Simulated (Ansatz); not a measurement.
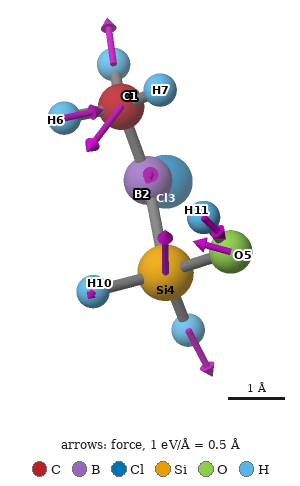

Starting geometry of CH$_{6}$BClOSi (coarse preliminary run) with the computed forces as purple arrows. A ball-and-stick model, seen from a free direction.

The start comes from a force field.

The calculation used RKS PBE-D4/def2-SVP in Ansatz. Set-up: force threshold 0.03 eV/Å; at most 200 steps.

> Is this structure relaxed? If not, where do the atoms go?

It isn't relaxed: the largest force vector, on the C atom, is 2.89 eV/Å. The final displacements have little in common with the starting forces (cosine between the two patterns 0.05). The energy falls by 10.5 kcal/mol in 15 geometry steps. Largest force component: 2.7 eV/Å at the start, 0.021 eV/Å at the end. The atom that moves furthest after the best rigid fit is the Cl atom (1.29 Å). By element the largest moves are Cl 1.29 Å, H 0.91 Å, O 0.46 Å, B 0.26 Å, C 0.26 Å, Si 0.11 Å. Some distances before and after: H–Si 1.402 → 1.505 Å, O–Si 1.757 → 1.696 Å, C–H 1.178 → 1.118 Å, C–H 1.052 → 1.109 Å. Among the angles between lasting bonds that change: Si–O–H 104.5° → 114.4°, O–Si–H 113.4° → 104.8°, B–Si–O 107.2° → 113.1°. Groups turn about B–Si by about 60°, B–C by about 30°.
